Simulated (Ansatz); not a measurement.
Input file:

```
crystal:
  periodic: [false, false, false]
  atoms:
    - { symbol: Sn, position_ang: [-0.143988, 0.238932, 0.032748] }
    - { symbol: H, position_ang: [0.036339, 0.4756, 2.959667] }
    - { symbol: H, position_ang: [1.560524, 0.004956, -0.221034] }
    - { symbol: H, position_ang: [-0.771513, 1.208333, -1.294327] }
    - { symbol: H, position_ang: [-0.925624, -1.318385, -0.055677] }
    - { symbol: O, position_ang: [0.292529, -0.472589, 2.828366] }
    - { symbol: H, position_ang: [-0.560867, -0.937948, 2.939157] }
magnetization:
  spin_polarized: true
  initial_magnetization: 1
basis:
  gaussian: { orbitals: def2-SVP }
hamiltonian:
  xc: pbe
relax:
  f_tol: 0.03
  max_steps: 50
output:
  orbitals: {}
```

Run with:

```sh
ansatz run input.yaml --threads 1 --pin off --max-ram 2048MiB --backend cpu --events-out ev --progress --plain --runs-dir out
```

The fields are those of the run's last geometry, not of the input's.

Core potentials replace the inner electrons of Sn.

The calculation used UKS PBE/def2-SVP (Ansatz).

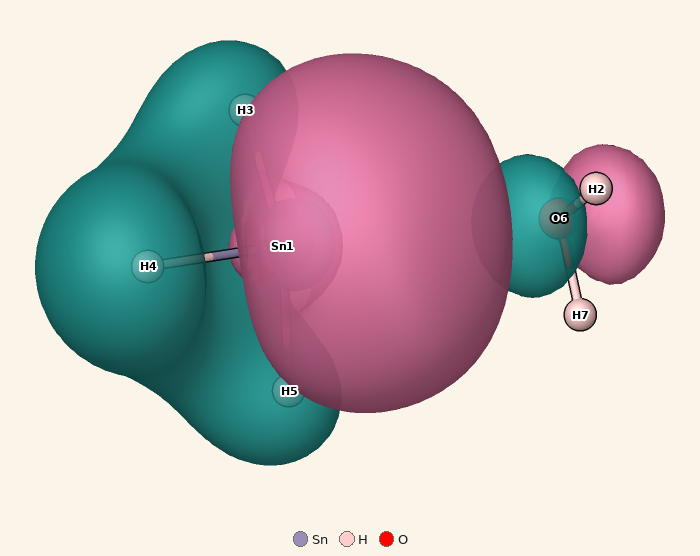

H$_{3}$Sn···H$_{2}$O (doublet). The HOMO (α) at ±0.08 Å⁻³ᐟ² (teal and pink are the two phases), seen at a tilt.

What is the character of this orbital?

It lies mainly on Sn1 (about 70 %), H4 (about 10 %) and O6 (about 10 %). Its energy is −4.56 eV.
